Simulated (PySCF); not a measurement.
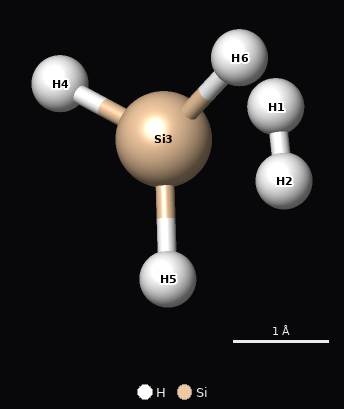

Figure 1. The structure (ball-and-stick view, seen at a tilt; atoms are numbered from 1 in the order of the input). Bond lengths as drawn: H–H 0.79 Å and H–Si 1.48 Å.

# What a change does: single-point calculation on SiH₅

System: SiH₅, charge +1.
Method of run A: RKS PBE-D4/def2-TZVPP (PySCF 2.14.0).

The geometry comes from this level: PBE-D4/def2-TZVPP. Text and figures count atoms from 1; the logs count them from 0 in places.

### Input file, run A
```python
import json, numpy as np
from pyscf import gto, scf, dft, mp, cc, lib
mol = gto.M(atom="""
H     -0.399081     1.484705    -1.467600
H      0.392603     1.414523    -1.482508
Si    -0.074034     0.177043    -0.167172
H     -0.984653    -0.732497    -0.897918
H      1.386439    -0.070694    -0.230363
H     -0.605755     1.065591     0.889719
""", basis='def2-TZVPP', charge=1, spin=0, verbose=3, max_memory=4000)
def mean_field(mol):
    mf = dft.RKS(mol, xc='pbe').density_fit()
    mf.grids.level = 4
    mf.disp = "d4"
    mf.conv_tol = 1e-10; mf.chkfile = None; mf.max_cycle = 100
    return mf
last = {}
def solved(mol):
    mf = mean_field(mol); mf.kernel(last.get('dm'))
    if not mf.converged: mf = mf.newton().run(mf.mo_coeff, mf.mo_occ).undo_soscf()
    assert mf.converged
    last['dm'] = mf.make_rdm1()
    return mf
out = {}
def energy(mol, gradient=False):
    mf = out['mf'] = solved(mol)
    e = mf.e_tot
    out.update(e=e, ref=mf.e_tot)
    if not gradient: return e
    return e, mf.nuc_grad_method().kernel()
print('Total energy: %.8f Eh' % energy(mol))
mf = out.pop('mf')
out['dipole'] = mf.dip_moment(unit='Debye').tolist()
h = mf.Hessian().kernel()
for i in range(mol.natm): h[i, i] -= h[i].sum(0)   # sum_rule: a rigid shift costs nothing (the analytic Hessian lacks the grid's response)
d = np.random.default_rng(1).normal(size=(mol.natm, 3)); d *= 0.01 / np.linalg.norm(d); x = mol.atom_coords()   # check against two gradients
dg = (energy(mol.set_geom_(x + d, 'bohr', inplace=False).set(verbose=0), True)[1] - energy(mol.set_geom_(x - d, 'bohr', inplace=False).set(verbose=0), True)[1]) / 2; dg -= dg.mean(0)
off = np.linalg.norm(np.einsum('ijab,jb->ia', h, d) - dg) / np.linalg.norm(dg); print('Hessian against finite differences: %.4f' % off); assert off < 0.04
energy(mol.set(verbose=0)); out.pop('mf')
from pyscf.hessian import thermo
w = thermo.harmonic_analysis(mol, h, imaginary_freq=False)['freq_wavenumber']
print('Vibrations: ' + ' '.join('%.2f' % v for v in w) + ' cm-1, zero-point energy %.6f eV' % (w[w > 0].sum() / 2 / 8065.544))
out['hessian'] = h.transpose(0, 2, 1, 3).reshape(3 * mol.natm, -1).tolist()
out['x'] = mol.atom_coords(unit='angstrom').tolist()
json.dump(out, open('result.json', 'w'))
```

Command:
```bash
OMP_NUM_THREADS=2 python input.py
```

Hardware: 2 threads of AMD EPYC (Zen 3), 189 GiB of memory available, shared host.

### Output (run A)
```
converged SCF energy = -291.974506218551
Total energy: -291.97450622 Eh
WARN: System has nonzero charge 1; the dipole moment is origin-dependent.
Location of origin: [0. 0. 0.]
Dipole moment(X, Y, Z, Debye): -0.25582,  2.37645, -2.37773
WARN: DFTD4 does not support analytical Hessian, using finite difference.
Hessian against finite differences: 0.0001
Vibrations: 58.44 614.02 643.96 736.27 812.71 877.85 881.95 1093.66 2206.21 2266.32 2279.11 3723.53 cm-1, zero-point energy 1.003901 eV
```

The input of run B differs as follows (lines with − go, lines with + come):
```diff
-H     -0.399081     1.484705    -1.467600
-H      0.392603     1.414523    -1.482508
-Si    -0.074034     0.177043    -0.167172
-H     -0.984653    -0.732497    -0.897918
-H      1.386439    -0.070694    -0.230363
-H     -0.605755     1.065591     0.889719
+H     -0.396509     1.480396    -1.464698
+H      0.388088     1.413402    -1.479421
+Si    -0.072033     0.181189    -0.172111
+H     -0.978245    -0.723067    -0.894228
+H      1.377625    -0.068680    -0.230616
+H     -0.601408     1.060821     0.879199
-    mf = dft.RKS(mol, xc='pbe').density_fit()
+    mf = dft.RKS(mol, xc='pbe0').density_fit()
```

What does this change do to the results?

The total energies belong to different methods, so their difference says nothing on which is more stable or more accurate. The functional changes from PBE to PBE0.

### Output (run B)
```
converged SCF energy = -292.007818993337
Total energy: -292.00781899 Eh
WARN: System has nonzero charge 1; the dipole moment is origin-dependent.
Location of origin: [0. 0. 0.]
Dipole moment(X, Y, Z, Debye): -0.24969,  2.40026, -2.40455
WARN: DFTD4 does not support analytical Hessian, using finite difference.
Hessian against finite differences: 0.0001
Vibrations: 61.98 638.08 662.70 781.11 858.59 909.80 914.32 1148.25 2278.52 2335.48 2346.74 3834.24 cm-1, zero-point energy 1.039595 eV
```

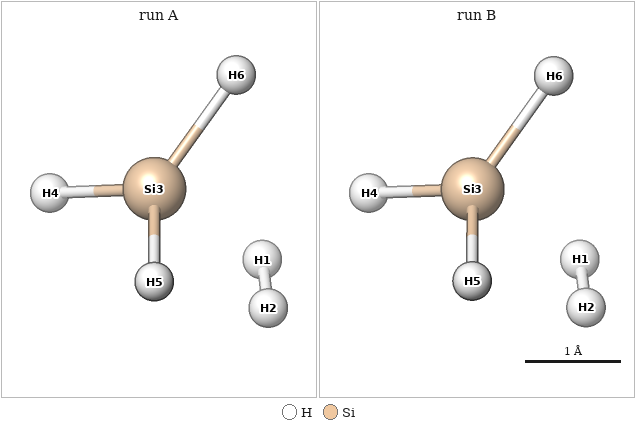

Figure 2. The two input geometries at one scale (ball-and-stick view, seen at a tilt). The largest moves after the best rigid fit, 0.012 Å, are those of H4 and H6. Largest moves by element: H 0.012 Å, Si 0.005 Å. Among the contacts that change: Si3–H4 1.480 → 1.470 Å, H1–H2 0.795 → 0.788 Å.

### The two runs side by side

```tsv
quantity	run A	run B
outcome	converged	converged
total energy (hartree)	−291.974506	−292.007819
wall time (shared host)	2 min	2.2 min
```
